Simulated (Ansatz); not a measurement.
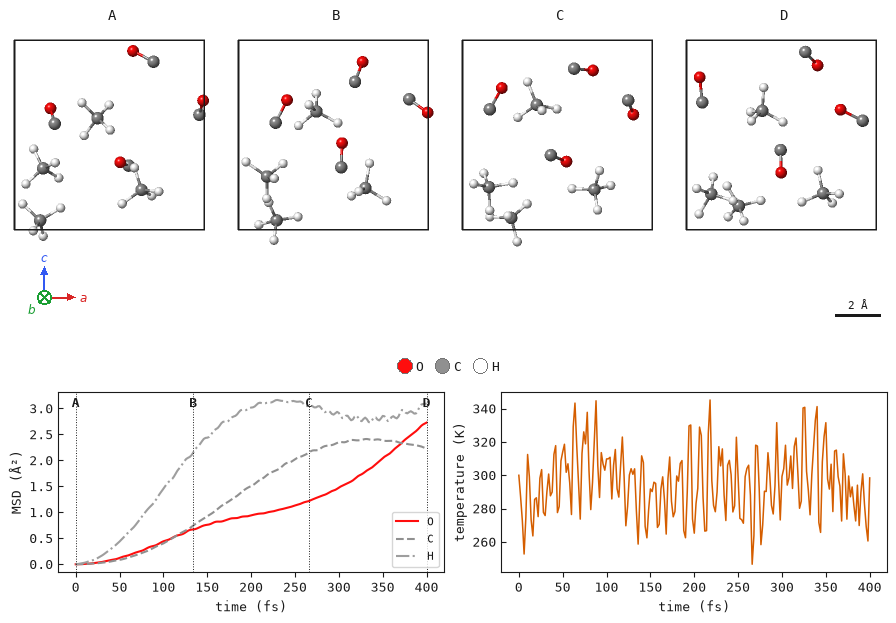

First-principles dynamics of a periodic cell with 4 CO + 4 CH4 at 0.465 g/cm³, 400 fs long. It starts from the last geometry of an earlier run, with fresh velocities. Frames (A at 0 fs, B at 134 fs, C at 266 fs, D at 400 fs) and the history of the run. Style: ball-and-stick. Shown: the simulation cell, along the b axis. Atoms that leave the cell re-enter on the other side.

Level of theory: DFT PBE-D3(BJ), scalar-relativistic, plane waves, PAW in Ansatz. Run with plane-wave cutoff 420 eV; k-point mesh 1 × 1 × 1; Fermi-Dirac smearing 0.02 eV; constant energy (NVE); velocities drawn for 300 K; time step 2 fs.

**Describe the run.**

Root-mean-square distances from the starting positions over the second half, with the common drift of all atoms taken out: H 1.72 Å, C 1.47 Å, O 1.27 Å. The molecules turn and drift from their places. Over the second half the temperature averages 296 K (spread ±21 K). The potential energy in the second half lies on average 1.5 meV per atom above the first frame. The total energy stays between −0.25 and 2.3 meV per atom of its start. A straight-line fit has a slope that amounts to +0.2 meV per atom over 400 fs (0.5 % of the mean kinetic energy), and the ripple about it is 21 % of the kinetic energy's fluctuation. That is tolerable for a short run, though not tight (an offset or drift over 2 % of the kinetic energy, or a ripple over 7 %). The time step of 2 fs is long for the fastest vibrations here (lightest element hydrogen).

The run took 5.7 min on 1 thread of AMD EPYC 9R14 (Zen 4) (shared host), peak memory 0.67 GiB.
